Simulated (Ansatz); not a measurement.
## SnHOF₃: single-point calculation

SnHOF₃, computed with RKS PBE0-D4/def2-TZVPP (Ansatz 0.2.0).

The geometry comes from this level: PBE0-D4/def2-TZVP.

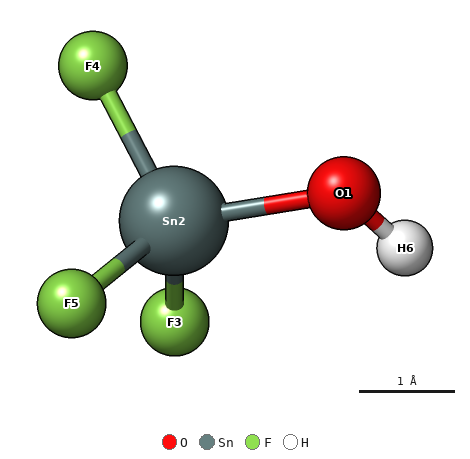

Figure 1. The input geometry (ball-and-stick view, seen at a tilt; atoms are numbered from 1 in the order of the input). Sticks mark near contacts. Bond lengths as drawn: F–Sn 1.88 to 1.89 Å, H–O 0.96 Å and O–Sn 1.92 Å.

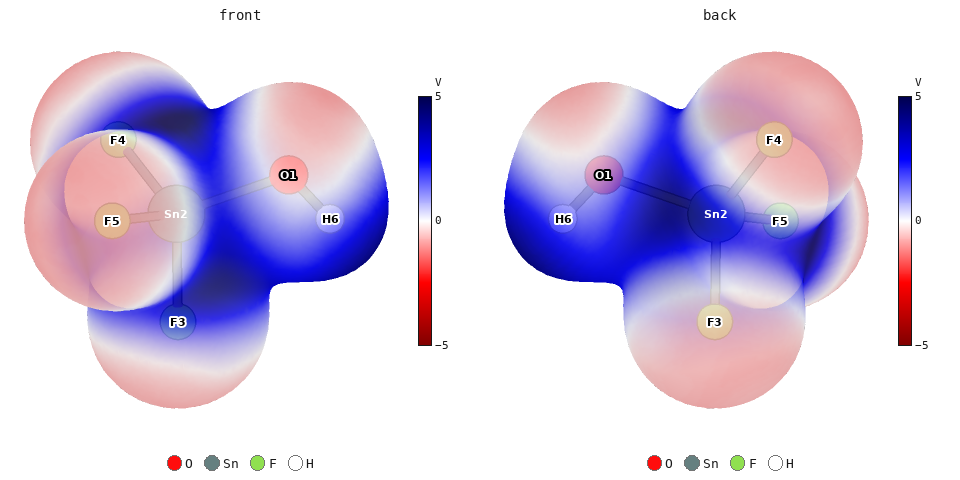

Figure 2. The molecular electrostatic potential painted on the density surface at 0.004 e/bohr³, seen face on and from behind; the colour scale runs from red (negative) to blue (positive).

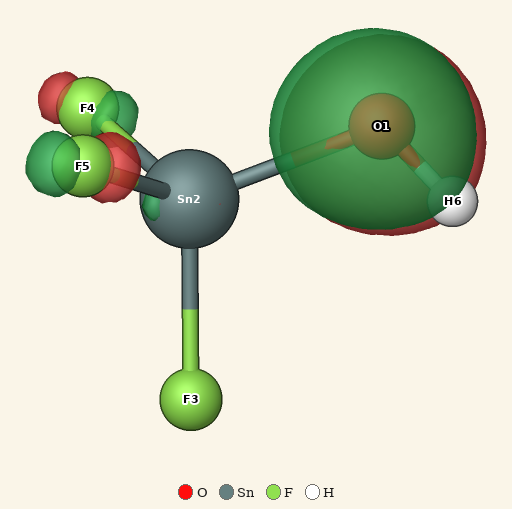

Figure 3. One frontier orbital at ±0.15 Å⁻³ᐟ² (green and red are the two phases), seen face on. The HOMO, at −10.48 eV.

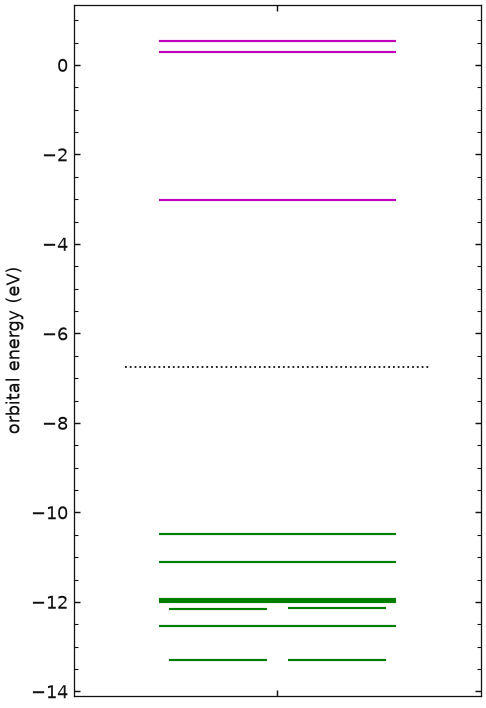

Figure 4. Orbital energies near the frontier; the dotted line parts filled from empty levels, and levels within 0.02 eV of each other stand side by side. Highest filled −10.48 eV, lowest empty −3.02 eV, 7.46 eV apart.

The input that produced these results follows, with the program's output.

The input
```yaml
crystal:
  periodic: [false, false, false]
  atoms:
    - {symbol: O, position_ang: [-0.656564, 0.613006, 1.266492]}
    - {symbol: Sn, position_ang: [0.260543, -0.244604, -0.183861]}
    - {symbol: F, position_ang: [-0.653649, 0.045188, -1.812337]}
    - {symbol: F, position_ang: [0.403152, -2.096911, 0.113194]}
    - {symbol: F, position_ang: [2.021269, 0.390799, -0.394440]}
    - {symbol: H, position_ang: [-1.332651, 1.228522, 0.964851]}
basis:
  gaussian: {orbitals: def2-TZVPP}
hamiltonian: {xc: pbe0, dispersion: d4}
output: {orbitals: {seedname: orbitals}}
```

Command:
```bash
ansatz run in.yaml --threads 4 --pin off --events-out ev --progress --plain --max-ram 10444MiB
```

What the program printed
```
Functional definition: PBE0
  name "PBE0"
  cite "Adamo & Barone, J. Chem. Phys. 110, 6158 (1999) doi:10.1063/1.478522"
  cite "Perdew, Burke & Ernzerhof, Phys. Rev. Lett. 77, 3865 (1996) doi:10.1103/PhysRevLett.77.3865"
  parent pbe
  parameter a = 0.25
  parameter kappa = 0.804
  parameter beta = 0.06672455060314922
  exchange = (1 - a)*pbe_x(kappa = kappa, mu = beta*pi^2/3) + a*exact_x
  correlation = pbe_c(beta = beta)
1139 factors; their error is unknown
mean field evaluation 1: about -16033.7522 eV, gradient 7.9e1 eV
mean field evaluation 2: about -16013.5867 eV, gradient 1.4e2 eV
mean field evaluation 4: about -16042.9951 eV, gradient 8.4e0 eV
mean field evaluation 8: about -16043.0964 eV, gradient 3.1e-2 eV
mean field evaluation 16: about -16043.2045 eV, gradient 2.7e-5 eV
mean field -16043.20454949 eV, -589.5768927192 hartree, gradient 2.7e-5 eV, S^2 0.000000; 0 other end points of the search recorded, 0 dependent functions left out
reference -16043.20458478 eV, -589.5768940161 hartree; 29, 29 occupied and 159, 159 virtual orbitals, 1139 factors
Total energy: -16043.29827031 eV, -589.5803368958 hartree
```

Summary

```json
{"quantity": "outcome", "value": "converged"}
{"quantity": "total energy", "value": "−16043.2983 eV"}
{"quantity": "mean-field energy", "value": "−16043.2046 eV"}
{"quantity": "dispersion energy", "value": "−0.0937 eV"}
{"quantity": "SCF solution under orbital rotations", "value": "stable"}
{"quantity": "HOMO", "value": "−10.48 eV"}
{"quantity": "LUMO", "value": "−3.02 eV"}
{"quantity": "hardware", "value": "4 threads of Arm Neoverse V1, 23 GiB of memory available, shared host"}
{"quantity": "wall time", "value": "1.8 s (CPU time 6.4 s)"}
{"quantity": "peak memory", "value": "0.39 GiB"}
```
